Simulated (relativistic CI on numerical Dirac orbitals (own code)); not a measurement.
```
atom Tm  Z=69  charge=3  electrons=66
nucleus A=169  rms_radius_fm=5.2256
hamiltonian dirac-coulomb  breit=on  qed=on  c_scale=1
orbitals kli  potential=per-configuration
slater_scale 0.9
correlation none
mixing on
configurations
  [Xe] 4f12
  [Ar] 3d9 4s2 4p6 4d10 4f13 5s2 5p6
end
absorption M4,5 T=300 lorentz=0.9 gauss=0.4
crystal_field C2v B20=130 B22=-300 B40=-620 B42=-30 B44=20 B60=240 B62=280 B64=-380 B66=160
```

Multiplet model: relativistic Dirac–Coulomb–Breit theory, one configuration a step, Slater integrals scaled by 0.9, 300 K, Voigt broadening (Lorentzian 0.9 eV, Gaussian 0.4 eV full widths), computed with a radial Dirac CI code. Dichroism is for the ground state at zero temperature, magnetised by a magnetic field of 10 T along z (linear: z less the mean of x and y).

The M₄,₅ X-ray absorption spectrum that results, with the strongest transitions as sticks:

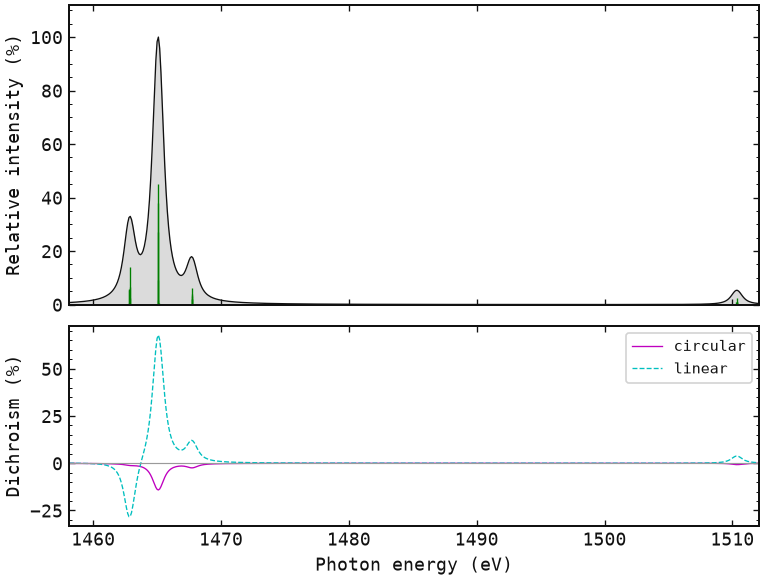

The main maxima lie at 1462.9 eV (33), 1465.1 eV (100) and 1467.7 eV (18), heights in % of the largest; the centroid is at 1466.6 eV. The lower edge holds 0.96 of the intensity (branching ratio, edges parted at 1489 eV), and the core spin-orbit splitting of the orbitals is 46.0 eV. The ground state has S = 1.00. The circular dichroism (Δm = −1 less Δm = +1) is largest at 1465.1 eV, −14 % of the isotropic maximum; its integrals over the lower and upper edge are −0.038 and −0.002 of the sum over the three polarisations. The magnetised ground state has ⟨Lz⟩ = −0.24 and ⟨Sz⟩ = −0.05.

Limits of the model: free-ion energies, so absolute edge positions are off by a few eV from solids.
